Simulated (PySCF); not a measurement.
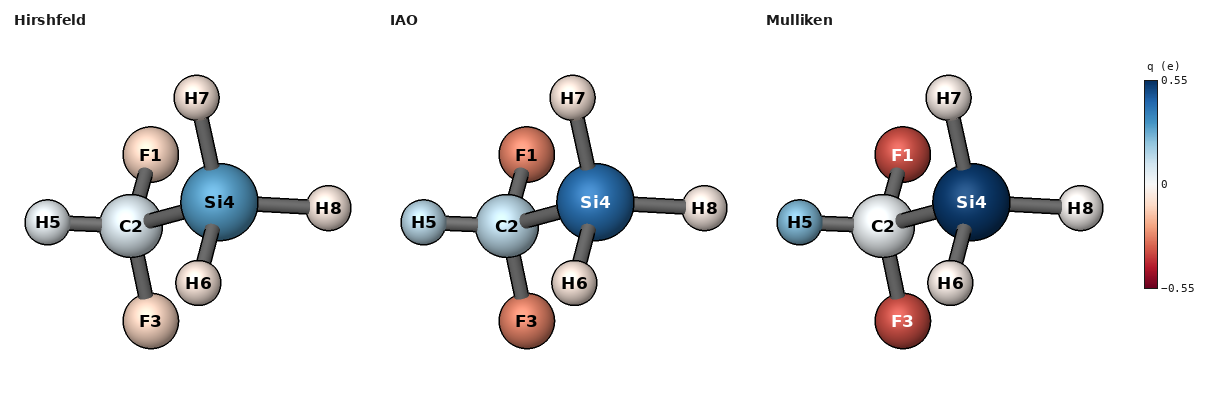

Atomic charges of one calculation by 3 schemes, on one colour scale. The geometry was computed by an optimisation with PBE0-D3(BJ)/def2-SVP. No frequency run is at hand to confirm it as a minimum. Method: PBE0/pcSseg-0 (PySCF 2.14.0).

On which atom do the schemes disagree most?

On F1 (from −0.36 to −0.12 e); F3 (from −0.36 to −0.12 e).

List the charges (e), one line for each set of equivalent atoms.

```
  atom  Hirshfeld    IAO  Mulliken
F1, F3      −0.12  −0.27     −0.36
    C2       0.07   0.15      0.03
   Si4       0.30   0.41      0.53
    H5       0.04   0.15      0.24
H6, H7      −0.06  −0.06     −0.04
    H8      −0.06  −0.05     −0.02
```
